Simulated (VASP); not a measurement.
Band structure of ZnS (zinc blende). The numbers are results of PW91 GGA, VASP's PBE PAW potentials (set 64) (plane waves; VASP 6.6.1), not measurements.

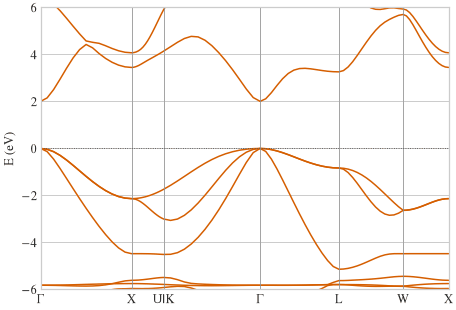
Bands along high-symmetry lines, zero at the valence-band maximum or, without a gap, the Fermi level

### Question
Read the plot: is there a gap, and where are the band edges?

### Answer
The gap is direct, 2.01 eV, from the valence maximum at Γ to the conduction minimum at Γ. (Edges off the drawn lines would not show.)

Measured: gap 3.94 eV (computed value off by -1.93 eV), as given by Wei Chen et al., Physical Review Materials (2018), doi:10.1103/physrevmaterials.2.073803 [zero-point renormalisation of 0.1 eV added back (the table's ZPR column)].

The compound is ZnS in the zinc blende structure. It was relaxed first.
